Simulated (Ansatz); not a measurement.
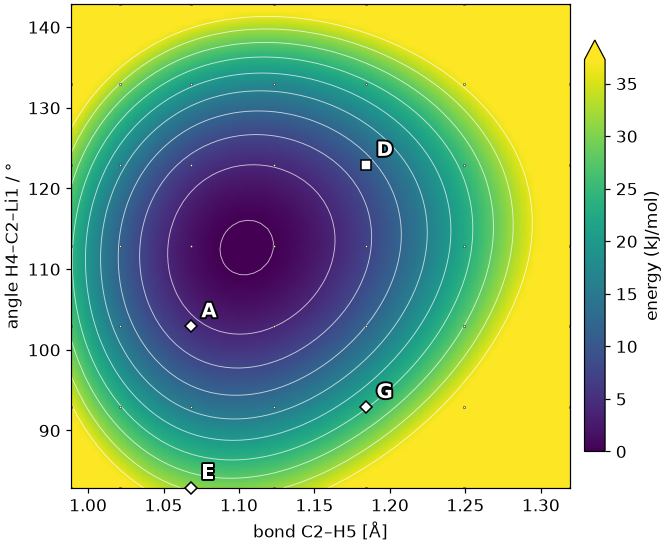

CH₃Li, SMILES [Li][CH3]. Two internal coordinates are moved rigidly from the geometry relaxed at PBE0-D4/def2-TZVP, all others fixed. Coordinates scanned: (1) bond C2–H5; (2) angle H4–C2–Li1. Grid: 7 × 7 points. Energies are in kJ/mol, from the lowest grid point. The calculation used RKS PBE-D4/def2-TZVPP (Ansatz).

The picture shows a smooth colour map with a few white contour lines, dots at the grid points, one colour for all values above the top of the scale, lettered points. Between grid points the surface is interpolated.

Is A the lowest point of the computed grid?

Answer. No. A lies 5.0 kJ/mol above the lowest grid point, which is at bond C2–H5 = 1.123 Å, angle H4–C2–Li1 = 113°.

What kind of point is each of D, G: minimum, saddle, maximum or slope?

Answer. D: on a slope; G: on a slope. (In these two coordinates alone; a stationary point may lie a little off the grid point.)

Rank the lettered points by energy, lowest first.

Answer. A (5.0 kJ/mol), D (10.7 kJ/mol), G (23.7 kJ/mol), E (31.3 kJ/mol).
